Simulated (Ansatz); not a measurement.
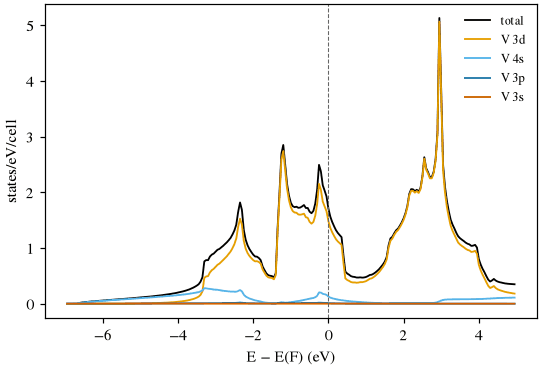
Figure: Total and projected density of states of V (bcc (W type), Im-3m), DFT-PBEsol in the program Ansatz with PAW potentials

Problem. Which orbitals carry the states next to the Fermi level?

Solution. Within 0.5 eV of the Fermi level: V 3d 87 %, V 4s 7 %, outside the projected shells 5 %. Projections are on Löwdin-orthogonalised atomic valence shells; empty p or d shells of many metals are not among them.

Problem. Where is the tallest occupied peak in this window, and what makes it?

Solution. Near -1.2 eV, about 2.9 states/eV per cell; the largest projected share is V 3d.

Symmetry was held in the PBEsol relaxation. The workflow began spin-polarised and lost its moments.

Potentials: the later of the program's two PAW sets.
